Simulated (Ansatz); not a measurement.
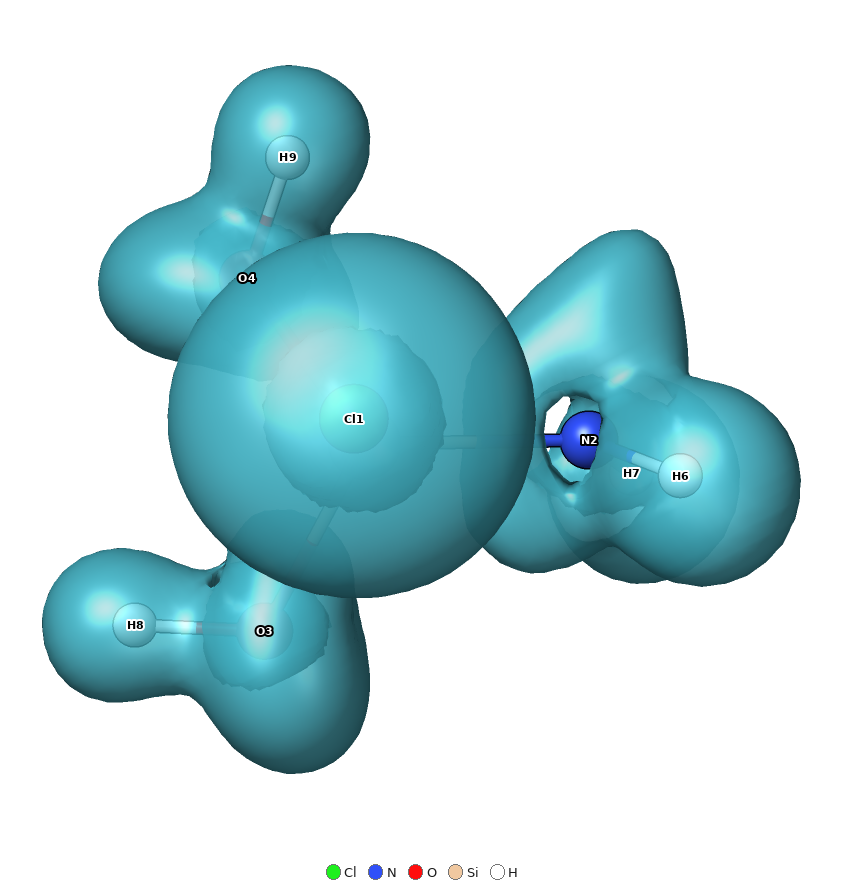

Figure 1: ClH$_{4}$NO$_{2}$Si (SMILES N[Si](O)(O)Cl). Isosurface of the electron localisation function at 0.75 (cyan), seen across its widest extent. Core shells and regions of very low density are left out.

Geometry: PBE0-D3(BJ)/def2-SVP.

Method: isolated molecule in a Gaussian basis; Kohn-Sham density functional theory, functional PBE0 (Ansatz 0.2.0).

Input

```
crystal:
  periodic: [false, false, false]
  atoms:
    - {symbol: Cl, position_ang: [2.727357, -0.124694, 0.948298]}
    - {symbol: N, position_ang: [0.035392, 0.851763, 0.053652]}
    - {symbol: O, position_ang: [2.065005, 0.960641, -1.846638]}
    - {symbol: O, position_ang: [1.076078, -1.392896, -1.277888]}
    - {symbol: Si, position_ang: [1.395977, 0.088059, -0.623139]}
    - {symbol: H, position_ang: [0.143619, 1.398201, 0.899258]}
    - {symbol: H, position_ang: [-0.693239, 1.220279, -0.547048]}
    - {symbol: H, position_ang: [2.634996, 0.468100, -2.445488]}
    - {symbol: H, position_ang: [0.681566, -2.040278, -0.686164]}
basis:
  gaussian:
    orbitals: def2-TZVPD
hamiltonian:
  xc: pbe0
output: {forces: true, orbitals: {seedname: orbitals}}
```

Launched as:

```sh
ansatz run input.yaml --threads 2 --pin off --max-ram 4350MiB --events-out events.jsonl --progress --plain --runs-dir runs
```

Question: Describe the localisation domains.

Answer: The surface consists of one region on Cl in which the atom's valence shell and bonds are merged, one joined region spread over several atoms (H, N), in which their bonds and any lone pairs are merged and two joined regions spread over several atoms (H, O), in which their bonds and any lone pairs are merged. Profiles from the grid: Si–O (1.64 Å): the ELF peaks at about 0.90 between the atoms, as expected for a shared but strongly polarised pair. Si–N (1.70 Å): the ELF peaks at about 0.90 between the atoms, as expected for a shared but strongly polarised pair.
